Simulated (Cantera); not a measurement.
Feed: 1 mol NH3, 0.26 mol SO2, a varied amount of N2, held at 2050 K and 5.40 mbar.

Method: chemical equilibrium by Gibbs-energy minimisation in Cantera with the NASA 1993 tables (ideal gas, pure condensed phases). Candidate condensed phases: H2O, H2SO4, S; 35 gas species. Kinetics and transport are ignored.

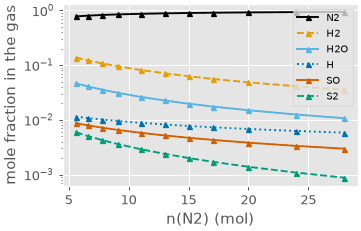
Fig. 1. Equilibrium gas composition (values under 1e-9 drawn at 1e-9)

From 5.6 mol N2 to 28 mol N2 nothing is condensed.
